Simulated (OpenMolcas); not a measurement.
**Run report: AlHSF, excited-state calculation (part 2 of 2)**

AlHSF, multiplicity 2, SMILES [F][Al][SH]; CASSCF/cc-pVDZ-DK, DKH2 (OpenMolcas 26.06). The geometry comes from this level: GFN2-xTB.

Geometry of the input (Å):
```
F  -1.6992  -0.2994  0.8233
Al -0.6210  0.8810  0.3844
S  1.3082  0.3565  -0.6272
H  1.0121  -0.9382  -0.5806
```

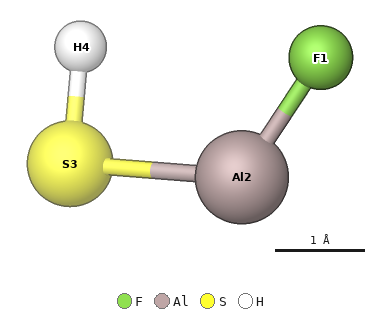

**Figure 1.** The structure as given in the input (ball-and-stick view, seen at a tilt; atoms are numbered from 1 in the order of the input). Sticks mark near contacts.

Output, continued
```
      printout of CI-coefficients larger than  0.05 for root  2
      energy=    -741.086794
      conf/sym  111111111     Coeff  Weight
             3  22u220000   0.80559 0.64898
             7  222200u00   0.50626 0.25630
            14  22u2du000  -0.05935 0.00352
            43  220220u00  -0.11957 0.01430
            67  222uu0d00   0.09600 0.00922
            70  22u2ud000  -0.05798 0.00336
           125  22u200200  -0.15676 0.02458
           189  22udu0200  -0.06316 0.00399
           333  22uud0200  -0.07985 0.00638
           658  20u220020   0.05233 0.00274

      Natural orbitals and occupation numbers for root  1
      sym 1:   1.996122   1.988430   1.974714   1.967945   0.999754   0.023645   0.029814   0.010756   0.008819

      Natural orbitals and occupation numbers for root  2
      sym 1:   1.992390   1.988432   1.259536   1.957584   1.397345   0.017166   0.364903   0.010736   0.011907

      ************************************************************************************************************************
      *                                                    Final results                                                     *
      ************************************************************************************************************************

++    Final optimization conditions:
      ------------------------------

      Average CI energy                            -741.14604678
      RASSCF energy for state  2                   -741.08679387
      Super-CI energy                                -0.00000002
      RASSCF energy change                            0.00000000
      Max change in MO coefficients               2.092E-04
      Max non-diagonal density matrix element    -1.047E-04
      Maximum BLB matrix element                 -4.192E-05
      (orbital pair  14,  53 in symmetry   1)
      Norm of electronic gradient            8.121E-02
--

      Final state energy(ies):
      ------------------------

::    RASSCF root number  1 Total energy:   -741.20529969
::    RASSCF root number  2 Total energy:   -741.08679387
      Von Neumann Entropy (Root   1) =  0.79343

      Mulliken population analysis for root number:  1
      -----------------------------------------------

++    Molecular charges:
      ------------------

      Mulliken charges per centre
      ---------------------------

                F1      AL2     S3      H4
      Total    9.5264 12.3400 16.2495  0.8841

      N-E     -0.5264  0.6600 -0.2495  0.1159

      Total electronic charge=   39.000000

      Total            charge=   -0.000000
--

      Expectation values of various properties for root number:  1
      -----------------------------------------------------------

++    Molecular properties:
      ---------------------

      Charge (e):
                      =   -0.0000
      Dipole Moment (debye):
      Origin of the operator (angstrom)=   -0.0785    0.3614    0.0681
                   X=  1.9833E-01               Y=  8.4476E-01               Z= -1.9362E-02           Total=  8.6794E-01
      Quadrupole Moment (debye*angstrom):
      Origin of the operator (angstrom)=   -0.0785    0.3614    0.0681
                  XX= -3.5527E+01              XY= -4.0894E+00              XZ=  2.2961E+00              YY= -2.9436E+01
                  YZ=  2.0935E+00              ZZ= -3.1221E+01
      In traceless form (debye*angstrom)
                  XX= -5.1982E+00              XY= -6.1341E+00              XZ=  3.4441E+00              YY=  3.9376E+00
                  YZ=  3.1403E+00              ZZ=  1.2606E+00
--

      Mulliken spin population analysis for root number:  1
      ---------------------------------------------------

++    Molecular charges:
      ------------------

      Mulliken spin population per centre
      ---------------------------

                F1      AL2     S3      H4
      Total    0.0173  0.8730  0.1017  0.0079

      Total electronic spin=    1.000000
--

      Von Neumann Entropy (Root   2) =  1.41684

      Mulliken population analysis for root number:  2
      -----------------------------------------------

++    Molecular charges:
      ------------------

      Mulliken charges per centre
      ---------------------------

                F1      AL2     S3      H4
      Total    9.5327 12.7500 15.8340  0.8833

      N-E     -0.5327  0.2500  0.1660  0.1167

      Total electronic charge=   39.000000

      Total            charge=   -0.000000
--

      Expectation values of various properties for root number:  2
      -----------------------------------------------------------

++    Molecular properties:
      ---------------------

      Charge (e):
                      =   -0.0000
      Dipole Moment (debye):
      Origin of the operator (angstrom)=   -0.0785    0.3614    0.0681
                   X=  4.0246E+00               Y= -1.3766E+00               Z= -2.1263E+00           Total=  4.7554E+00
      Quadrupole Moment (debye*angstrom):
      Origin of the operator (angstrom)=   -0.0785    0.3614    0.0681
                  XX= -3.4486E+01              XY= -2.6134E+00              XZ=  1.4640E+00              YY= -3.2478E+01
                  YZ=  1.1794E+00              ZZ= -3.1774E+01
      In traceless form (debye*angstrom)
                  XX= -2.3597E+00              XY= -3.9201E+00              XZ=  2.1959E+00              YY=  6.5144E-01
                  YZ=  1.7691E+00              ZZ=  1.7083E+00
--

      Mulliken spin population analysis for root number:  2
      ---------------------------------------------------

++    Molecular charges:
      ------------------

      Mulliken spin population per centre
      ---------------------------

                F1      AL2     S3      H4
      Total    0.0036  0.2343  0.7582  0.0040

      Total electronic spin=    1.000000
--

      Average orbitals are written to the RASORB file
      Natural orbitals for root   1 are written to the RASORB.1 file
      Natural orbitals for root   2 are written to the RASORB.2 file
      Spin density orbitals for root   1 are written to the SPDORB.1 file
      Spin density orbitals for root   2 are written to the SPDORB.2 file

--- Stop Module: rasscf /rc=_RC_ALL_IS_WELL_ ---
--- Module rasscf spent 2 seconds ---

--- Start Module: rassi ---

                                               &RASSI

                       available to each process: 1.9 GB of memory, 1 thread

      ********************************************************************************
      *                             General data section                             *
      ********************************************************************************

   Specific data for JOBIPH file JOBIPH
   -------------------------------------

   Header from SEWARD:

   CASSCF title (first line only):
       (No title given)

  STATE IRREP:                1
  SPIN MULTIPLICITY:          2
  ACTIVE ELECTRONS:           9
  MAX RAS1 HOLES:             0
  MAX RAS3 ELECTRONS:         0
  NR OF CONFIG:            8820

   The following data are common to all the states:
   ------------------------------------------------
   (note: frozen counts as inactive, deleted as secondary)

      Nr of irreps: 1

                 Total     No./Irrep
      Irrep                  1
                             a

      INACTIVE      15      15
      ACTIVE         9       9
      SECONDARY     31      31
      BASIS         55      55

      RAS1           0       0
      RAS2           9       9
      RAS3           0       0

        MATRIX ELEMENTS WILL BE COMPUTED FOR THE FOLLOWING ONE-ELECTRON OPERATORS, UNLESS ZERO BY SYMMETRY.
   (Herm=Hermitian, Anti=Antihermitian, Sing=Singlet operator, Trip=Triplet operator)
     MLTPL  0   1 (HERMSING)     MLTPL  1   1 (HERMSING)     MLTPL  1   2 (HERMSING)
     MLTPL  1   3 (HERMSING)     MLTPL  2   1 (HERMSING)     MLTPL  2   2 (HERMSING)
     MLTPL  2   3 (HERMSING)     MLTPL  2   4 (HERMSING)     MLTPL  2   5 (HERMSING)
     MLTPL  2   6 (HERMSING)     VELOCITY   1 (ANTISING)     VELOCITY   2 (ANTISING)
     VELOCITY   3 (ANTISING)     ANGMOM     1 (ANTISING)     ANGMOM     2 (ANTISING)
     ANGMOM     3 (ANTISING)     MLTPV  2   1 (ANTISING)     MLTPV  2   2 (ANTISING)
     MLTPV  2   3 (ANTISING)     MLTPV  2   4 (ANTISING)     MLTPV  2   5 (ANTISING)
     MLTPV  2   6 (ANTISING)

       EIGENSTATES OF A SPIN-FREE HAMILTONIAN WILL BE COMPUTED BASED ON:

  A Hamiltonian matrix computed by RASSI.

  Nr of states:                    2

   State:        1   2
  JobIph:        1   1
 Root nr:        1   2

  HAMILTONIAN MATRIX FOR THE ORIGINAL STATES:

  Diagonal, with energies
   -741.20529969   -741.08679387

      OVERLAP MATRIX FOR THE ORIGINAL STATES:

  Diagonal, with elements
      1.00000000      1.00000000

::    RASSI State    1     Total energy:    -741.20529968948779
::    RASSI State    2     Total energy:    -741.08679386939127

      ****************************************************************************************************
      *                                         Spin-free section                                        *
      *                 Note: index according to input order, order according to energy.                 *
      ****************************************************************************************************

  SPIN-FREE ENERGIES:
  (Shifted by EMIN (a.u.) =       -741.2052996895)

 SF State       Relative EMIN(au)   Rel lowest level(eV)    D:o, cm**(-1)

     1             0.0000000000        0.0000000000              0.0000
     2             0.1185058201        3.2247076430          26009.0212

++ Dipole transition strengths (spin-free states):
   -----------------------------------------------
     for osc. strength at least  1.00000000E-05

      From   To        Osc. strength     Einstein coefficients Ax, Ay, Az (sec-1)    Total A (sec-1)
     -----------------------------------------------------------------------------------------------
         1    2       9.87832060E-03  9.06642124E+05  2.86559862E+04  3.52201723E+06  4.45731534E+06
     -----------------------------------------------------------------------------------------------
--

++ Velocity transition strengths (spin-free states):
   -------------------------------------------------
     for osc. strength at least  1.00000000E-05

      From   To        Osc. strength     Einstein coefficients Ax, Ay, Az (sec-1)    Total A (sec-1)
     -----------------------------------------------------------------------------------------------
         1    2       5.86448947E-03  5.40516690E+05  1.68505841E+04  2.08881925E+06  2.64618653E+06
     -----------------------------------------------------------------------------------------------
--

++ Length and velocity gauge comparison (spin-free states):
   --------------------------------------------------------

 --------------------------------------------------
 A comparison between the dipole oscillator strengths in
 length and velocity gauge will be performed

     All dipole oscillator differences above the tolerance of   1.00000000E-01  will be printed

 Due to basis set deficiency these oscillator may be problematic

 The tolerance is defined as ABS(1-O_l/O_v)
 O_l : dipole oscillator strength in length gauge
 O_p : dipole oscillator strength in velocity gauge
 --------------------------------------------------

  Problematic transitions have been found

      From   To       Difference (%) Osc. st. (len.) Osc. st. (vel.)
     ---------------------------------------------------------------
         1    2            68.442976  9.87832060E-03  5.86448947E-03
     ---------------------------------------------------------------

 Number of problematic transitions =                     1

--

 Electric-dipole - electric-octupole not included
 Electric-dipole - magnetic-quadrupole not included

      ****************************************************************************************************
      *                                    Special properties section                                    *
      ****************************************************************************************************

--- Stop Module: rassi /rc=_RC_ALL_IS_WELL_ ---

.##################.
.# Happy landing! #.
.##################.

    Timing: Wall=4.68 User=4.19 System=0.48
```

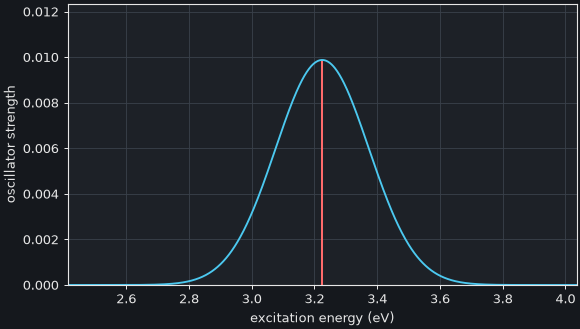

**Figure 2.** Computed excitations as sticks (degenerate states added up, dark ones marked on the axis), with a Gaussian envelope of 0.35 eV full width at half maximum, scaled to the tallest. Of the 1 states the lowest lies at 3.22 eV (f = 0.010); the strongest line is at 3.22 eV, or 384 nm (f = 0.010).

Summary

```json
{"quantity": "outcome", "value": "converged"}
{"quantity": "total energy", "value": "−741.205300 hartree"}
{"quantity": "CASSCF energy", "value": "−741.205300 hartree"}
{"quantity": "basis functions", "value": "55"}
{"quantity": "lowest singlet excitation", "value": "3.22 eV"}
{"quantity": "hardware", "value": "1 thread of Arm Neoverse V1, 24 GiB of memory available, shared host"}
{"quantity": "wall time", "value": "5.1 s"}
{"quantity": "peak memory", "value": "0.083 GiB"}
```
